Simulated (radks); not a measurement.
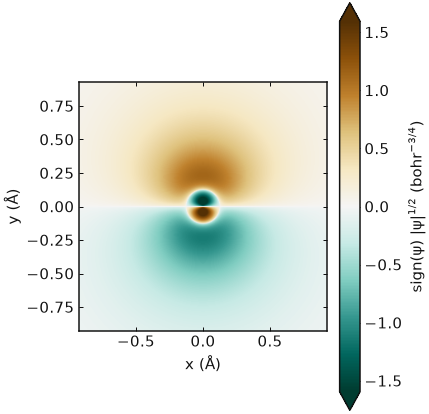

Fig. 1: One occupied orbital is shown. In the xy plane through the nucleus, the colour gives the signed square root of ψ. (1 bohr = 0.529 Å.) The radial function comes from the spherical calculation and is multiplied by a real spherical harmonic; the overall sign is chosen so that the largest lobe of P(r) is positive; at the scalar-relativistic level it is the large component. It is 3p(y). It has the nodal plane xz and 1 radial node, at r = 0.240 bohr. The outermost maximum of P² lies at 0.566 bohr, ⟨r⟩ = 0.679 bohr, 90 % of the charge lies within 1.05 bohr, and the eigenvalue is −98.6 eV, with 6 electrons in the shell.

## Atomic calculation for Ga

- system: atomic gallium (Ga) in the configuration [Ar] 3d10 4s2 4p1 (both spins equally filled).
- method: scalar-relativistic Kohn-Sham, BLYP, spin-polarised, spherical densities, finite nucleus (the in-house radial solver radks)

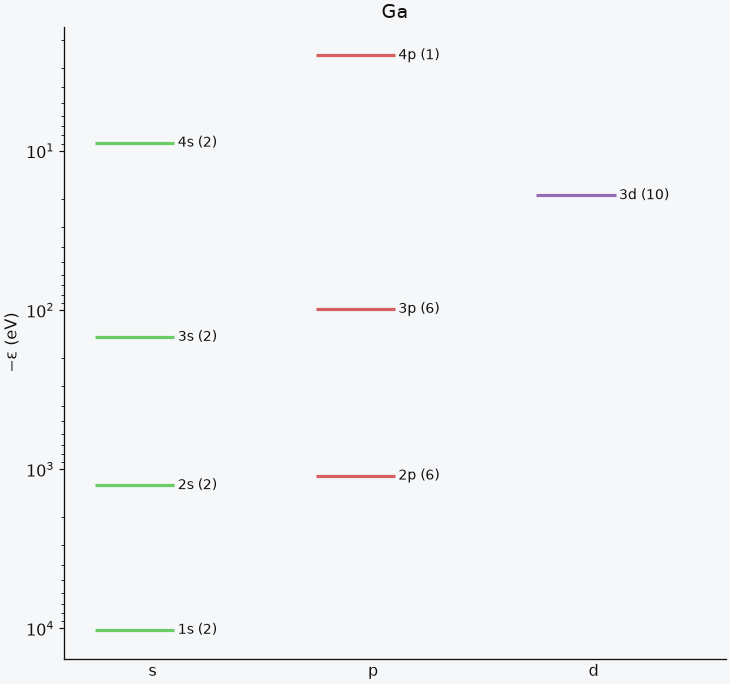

Fig. 2: All occupied levels, on a logarithmic scale of binding energy, are drawn (occupations in brackets). The highest occupied level is 4p at −2.51 eV. The highest 5 occupied levels, from the top down, are 4p (−2.51 eV), 4s (−8.91 eV), 3d (−19.0 eV), 3p (−98.6 eV), 3s (−147.8 eV).

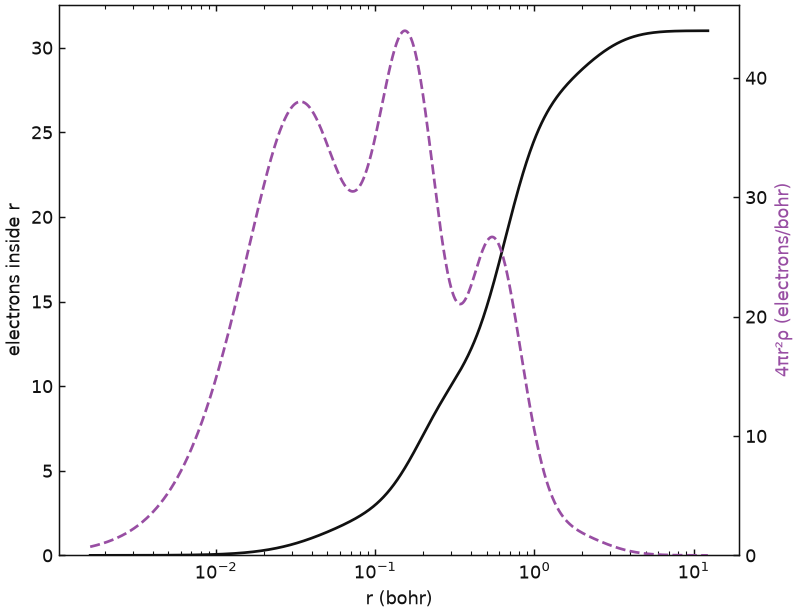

Fig. 3: The number of electrons inside radius r (solid) and the radial density 4πr²ρ (dashed). The count levels off at 31 electrons. Half of them lie within 0.532 bohr, 90 % within 1.63 bohr and 99 % within 4.34 bohr. The radial density has minima at 0.0723 and 0.341 bohr, where the count stands at 2.1 and 10.9; these part the shells that the density resolves.

These pictures come from the run below.

### Input file
```
Z 31
configuration [Ar] 3d10 4s2 4p0.5 4p0.5
relativity scalar-relativistic
functional b88,lyp
spin polarised
nucleus finite rms 3.9973 fm
c 137.035999084
```

Energies in input and log are in hartree, lengths in bohr (the nuclear radius in fm).

### Output
```
1s      1   1.0000        -376.04064816
2s      1   1.0000         -46.39602462
2p      1   3.0000         -40.39749200
3s      1   1.0000          -5.43168256
3p      1   3.0000          -3.62479868
3d      1   5.0000          -0.69971722
4s      1   1.0000          -0.32727908
4p      1   0.5000          -0.09237302
1s      2   1.0000        -376.04064816
2s      2   1.0000         -46.39602462
2p      2   3.0000         -40.39749200
3s      2   1.0000          -5.43168256
3p      2   3.0000          -3.62479868
3d      2   5.0000          -0.69971722
4s      2   1.0000          -0.32727908
4p      2   0.5000          -0.09237302
Etot -1944.3161008658606
Ekin 1977.4511781968931
Encl -4685.065819177955
Eh 839.1543145169572
Exc -75.85577440175595
err 1.4913762839880588e-09
it 19
```

### Orbitals

| orbital | occupation | energy (eV) | ⟨r⟩ (bohr) | outer maximum (bohr) |
| --- | --- | --- | --- | --- |
| 1s down | 1 | −10232.6 | 0.04860 | 0.0318 |
| 1s up | 1 | −10232.6 | 0.04860 | 0.0318 |
| 2s up | 1 | −1262.5 | 0.2179 | 0.182 |
| 2s down | 1 | −1262.5 | 0.2179 | 0.182 |
| 2p down | 3 | −1099.3 | 0.1907 | 0.146 |
| 2p up | 3 | −1099.3 | 0.1907 | 0.146 |
| 3s down | 1 | −147.804 | 0.6519 | 0.564 |
| 3s up | 1 | −147.804 | 0.6519 | 0.564 |
| 3p up | 3 | −98.636 | 0.6792 | 0.566 |
| 3p down | 3 | −98.636 | 0.6792 | 0.566 |
| 3d down | 5 | −19.040 | 0.8114 | 0.532 |
| 3d up | 5 | −19.040 | 0.8114 | 0.532 |
| 4s down | 1 | −8.906 | 2.336 | 1.88 |
| 4s up | 1 | −8.906 | 2.336 | 1.88 |
| 4p down | 0.5 | −2.514 | 3.446 | 2.53 |
| 4p up | 0.5 | −2.514 | 3.446 | 2.53 |

### Results in brief

```tsv
quantity	value
outcome	converged
total energy	−1944.3161 hartree
kinetic energy	1977.4512 hartree
electron–nucleus energy	−4685.0658 hartree
Hartree energy	839.154315 hartree
exchange–correlation energy	−75.855774 hartree
radius at density 0.001 e/bohr³	4.41 bohr
SCF iterations	19
hardware	1 CPU thread, shared host
```
